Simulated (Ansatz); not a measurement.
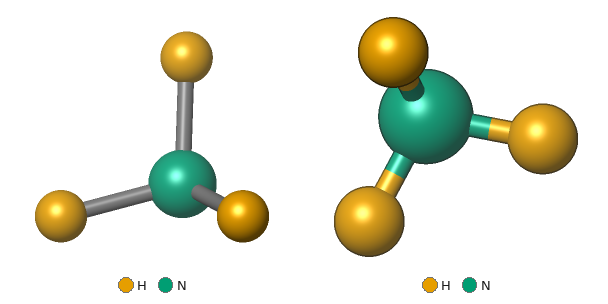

The same structure drawn twice, from different directions.

Describe the molecule.

It has 4 atoms: 1 nitrogen and 3 hydrogen (NH₃). The point group is C3v. Coordination: 1 N trigonal pyramidal.

More results for the same structure follow; atom numbers are the same in all pictures, views and colours differ. Computed geometry: PBE0-D4/def2-TZVP optimisation.

**Vibrations**

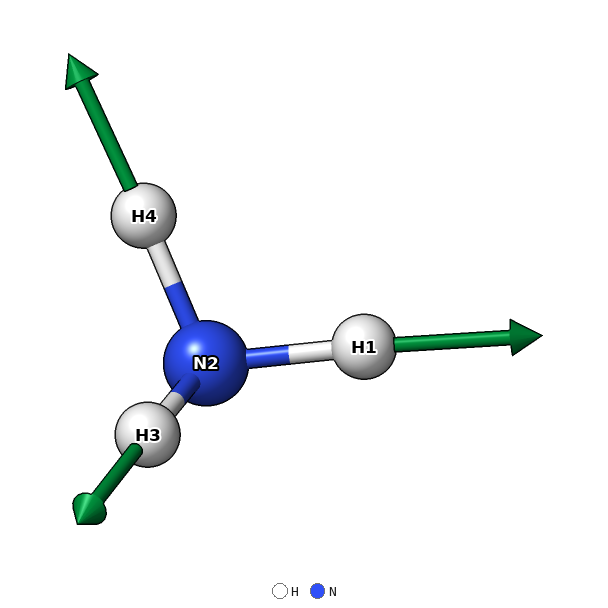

The arrows show one normal mode. Harmonic vibrations computed with RKS PBE0-D4/def2-TZVP (Ansatz 0.2.0) at a stationary point of the same level.

What kind of motion is it?

Mostly in-phase stretching of 3 N–H bonds.

Estimate its harmonic wavenumber.

3502 cm⁻¹; it is mode 4 of 6 counted from the lowest.

**Electronic properties**

Method: RKS PBE0-D4/def2-TZVPP (Ansatz 0.2.0).

What does the calculation give?

- HOMO energy (Kohn–Sham orbital): −7.58 eV
- LUMO energy (Kohn–Sham orbital): 1.03 eV
- HOMO–LUMO gap: 8.62 eV

**Thermal motion**

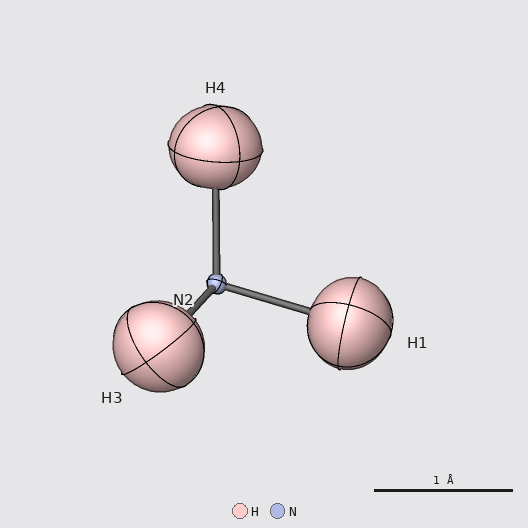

Displacement ellipsoids at the 50 % level, enlarged 3 times, from the internal vibrations of the free molecule (harmonic, no overall translation or rotation; no half-axis is drawn under 0.075 Å). Vibrations computed with RKS PBE0-D4/def2-TZVP (Ansatz 0.2.0). Temperature: 298 K.

Which atom has the largest mean-square displacement?

H1, H3, H4, with U_eq = 0.0051 Å².

List U_eq and the three principal root-mean-square amplitudes for each kind of atom.

```
      atom  U_eq (Å²)   rms amplitudes (Å)
H1, H3, H4     0.0051  0.066, 0.074, 0.074
        N2    0.00011  0.008, 0.008, 0.014
```

**Charges**

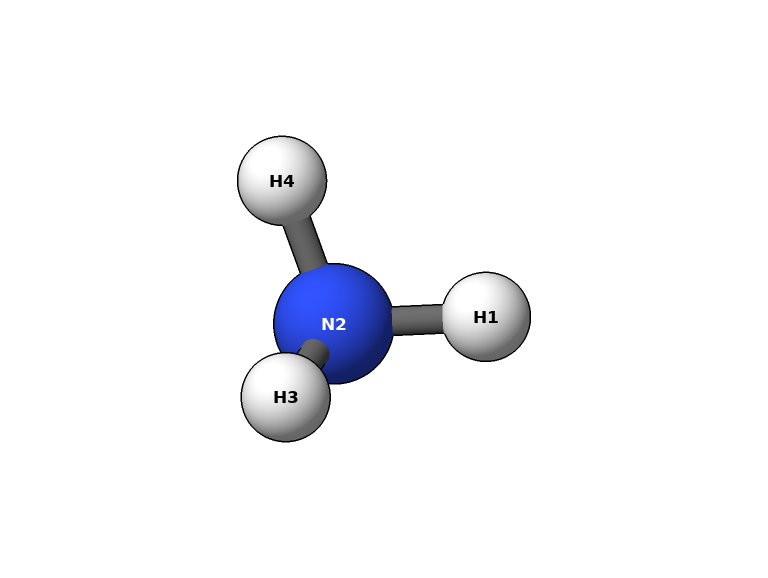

The questions are on Mulliken charges. Level of theory: RKS PBE0-D4/def2-TZVP (Ansatz 0.2.0).

List the Mulliken charges.

| atom | value (e) |
| --- | --- |
| H1 | 0.23 |
| N2 | −0.70 |
| H3 | 0.23 |
| H4 | 0.23 |

Mulliken values depend strongly on the basis set and can even reverse the polarity of a bond.
